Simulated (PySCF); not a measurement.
Input file:

```
{"job": {"kind": "nmr", "xc": "PBE0", "basis": "pcSseg-1"}, "charge": 0, "multiplicity": 1}
O      0.571260    -2.463047    -0.093901
C      1.481951    -1.660427    -0.234226
N      1.306332    -0.349530    -0.209234
C      0.003567     0.200852     0.008869
Si    -1.382375    -1.115602    -0.065870
C     -0.221238     1.542862    -0.699909
Si    -0.101584     1.717959     1.165142
H      2.520295    -1.989151    -0.388469
H      2.082128     0.281919    -0.345371
H     -1.507204    -1.869082     1.172710
H     -2.564004    -0.209153    -0.054503
H     -1.480167    -1.782891    -1.358122
H      0.583797     1.876904    -1.344267
H     -1.180156     1.647936    -1.186011
H     -1.291405     1.966900     1.948539
H      1.171205     2.212495     1.673212
```

Command:

```sh
OMP_NUM_THREADS=1 python probes_run.py task.json out
```

Geometry: GFN2-xTB.

Method: PySCF, PBE0/pcSseg-1, SCF density, gas phase, non-relativistic.

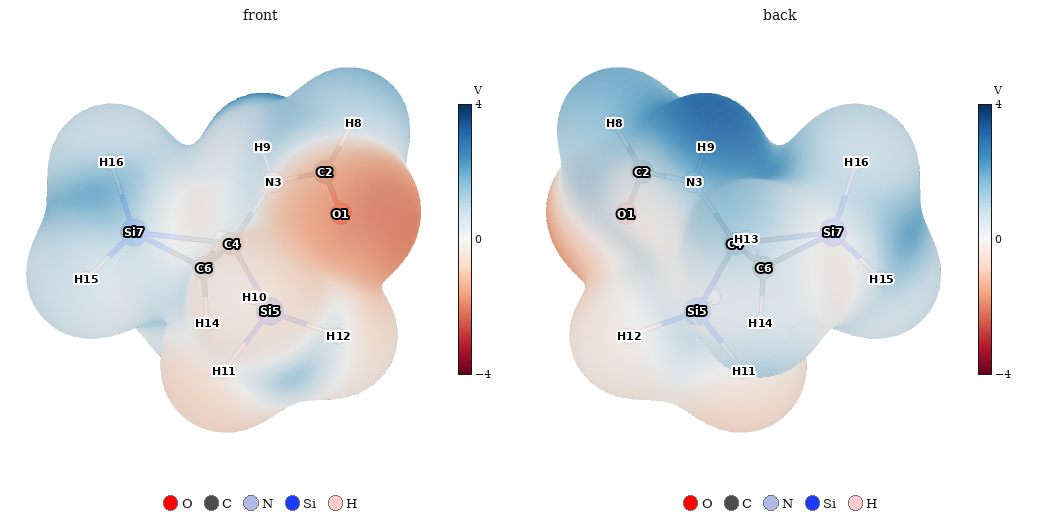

C3H9NOSi2 (SMILES O=CN[C@]1([SiH3])C[SiH2]1). The molecular electrostatic potential painted on the density surface at 0.004 e/bohr³, seen from the front and from behind; red is negative and blue positive.

Describe the electrostatic potential map.

The most negative region (about −2.0 V) lies over O1, the most positive (about +3.2 V) over H9. O1 is the likeliest acceptor of a hydrogen bond.

How polar is the molecule by this calculation?

Its dipole moment is 4.49 D.
